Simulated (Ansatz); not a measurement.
# AlFH3NO: the cost of one run

All numbers below are computed with Ansatz 0.2.0 (RKS PBE-D4/6-31G*).

### 1 The structure to begin with

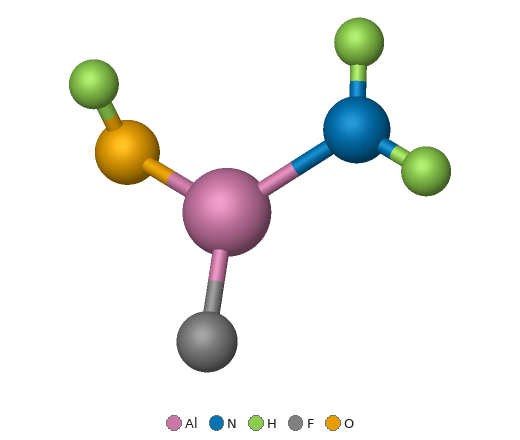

The starting structure, seen from a chosen angle (aluminium pink, nitrogen blue, hydrogen green, fluorine grey, oxygen amber).

Coordinates:

```xyz
7

Al    0.0000    0.0000    0.0000
N     0.0000    0.0000    1.9200
H    -0.8770   -0.2713    2.4500
H     0.8770    0.2713    2.4500
F     1.4635    0.0000   -0.8450
O    -1.5415    0.0000   -0.8900
H    -2.0512   -0.8467   -0.6815
```

### 2 Preparing the start

Contents of input.yaml:

```yaml
crystal:
  periodic: [false, false, false]
  atoms:
    - { symbol: Al, position_ang: [0.0, 0.0, 0.0] }
    - { symbol: "N", position_ang: [0.0, 0.0, 1.92] }
    - { symbol: H, position_ang: [-0.877, -0.2713, 2.45] }
    - { symbol: H, position_ang: [0.877, 0.2713, 2.45] }
    - { symbol: F, position_ang: [1.4635, 0.0, -0.845] }
    - { symbol: O, position_ang: [-1.5415, 0.0, -0.89] }
    - { symbol: H, position_ang: [-2.0512, -0.8467, -0.6815] }
basis:
  gaussian: { orbitals: "6-31G*" }
hamiltonian:
  xc: pbe
  dispersion: d4
relax:
  f_tol: 0.02
  max_steps: 40
```

Started as:

```console
$ ansatz run input.yaml --threads 1 --pin off --max-ram 2048MiB --backend cpu --events-out ev --progress --plain --runs-dir out
```

**Question.** How long does this run take on 1 thread of Arm Neoverse V2, shared host, and how much memory does it need?

About 23 s, with a peak of 0.15 GiB.
